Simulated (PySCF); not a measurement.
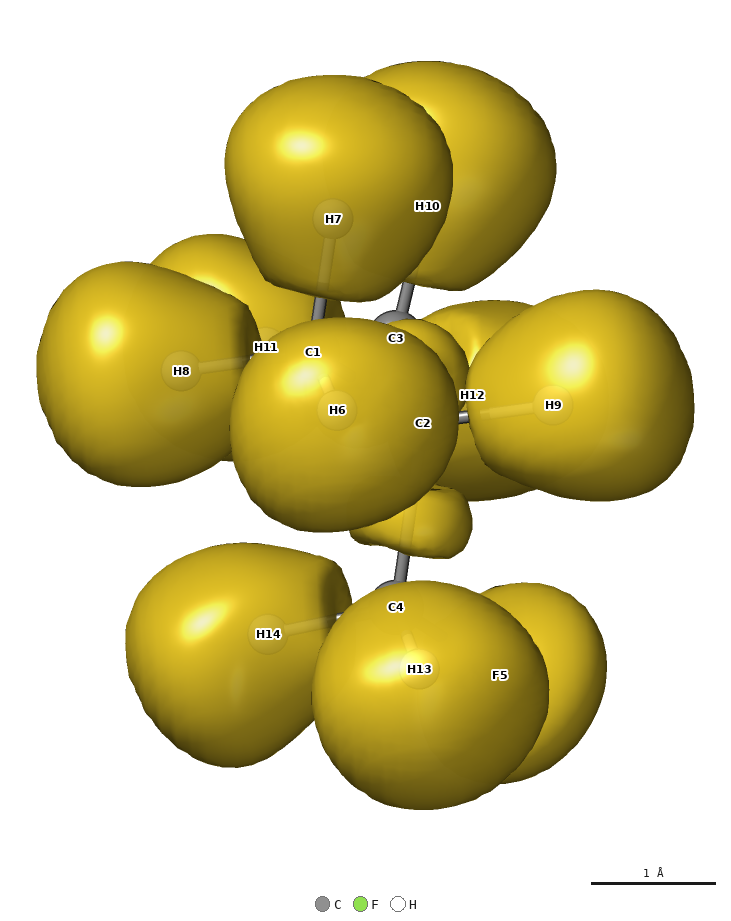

*C4H9F ((CH3)2CHCH2F). Isosurface of the ELF at 0.75 (yellow), seen at an oblique angle. Only the valence region is drawn (cores and ρ < 0.01 e/Å³ removed).*

Geometry: PBE0-D3(BJ)/def2-SVP.

Computed with PySCF 2.14.0, PBE0/pcSseg-1, SCF density, gas phase, non-relativistic.

```xyz
14

C    -1.4520   -0.0284   -0.6180
C    -0.1922   -0.0535    0.2380
C     0.6559    1.1975    0.0523
C     0.6119   -1.3045   -0.0585
F     1.7187   -1.3797    0.7524
H    -2.0843   -0.9136   -0.4457
H    -2.0586    0.8625   -0.3974
H    -1.2015    0.0025   -1.6916
H    -0.4909   -0.1151    1.3002
H     0.1089    2.0996    0.3657
H     0.9384    1.3273   -1.0060
H     1.5800    1.1320    0.6437
H     0.0006   -2.2098    0.1032
H     0.9531   -1.3031   -1.1105
```

What do the ELF domains correspond to?

At this value the surface marks out three regions between bonded C–C atoms (shared pairs), nine regions around hydrogen nuclei and one region on F in which the atom's valence shell and bonds are merged.

Values along the shortest contacts:
C–F (1.37 Å): the ELF peaks at about 0.85 between the atoms; a polar covalent bond. C–C (1.52 Å): the ELF peaks at about 0.95 between the atoms: a shared electron pair.
